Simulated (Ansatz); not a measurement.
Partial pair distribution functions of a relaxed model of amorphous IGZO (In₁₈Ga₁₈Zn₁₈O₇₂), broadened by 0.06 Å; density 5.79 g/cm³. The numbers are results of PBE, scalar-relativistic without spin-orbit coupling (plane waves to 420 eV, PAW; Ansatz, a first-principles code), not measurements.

Preparation: random packing, a CHGNet melt and quench, and a DFT relaxation. O atoms were pushed apart under 1.9 Å during the dynamics, to hinder bonds among them. The hot cell started wider than the set density and was brought back towards it in steps. It is the lowest in DFT energy of 4 quenches. It is a model cell: composition and starting density were chosen by hand, and all elements were melted together. No dispersion term was used. Its density started from a set value of 6.01 and ended at 5.79 g/cm³. The quench (nominally 170 K/ps over its main leg) was far faster than any real one, so the model tends to hold more defects than a real film. A cell of this size samples the disorder only roughly. Volume and shape were free in the relaxation.

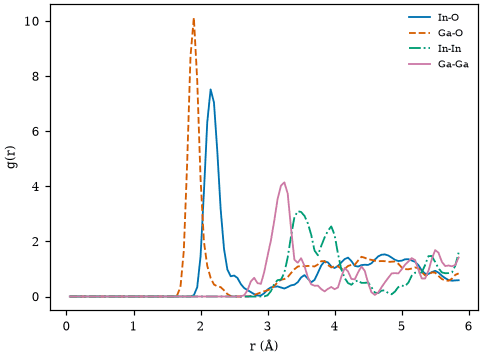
Figure: Partial pair distribution functions

Highest peaks under 4.5 Å: In-O near 2.15 Å, Ga-O near 1.90 Å, In-In near 3.45 Å, Ga-Ga near 3.25 Å; pairs of few atoms are noisy.

Within 2.82 Å each In has 5.61 O neighbours on average.
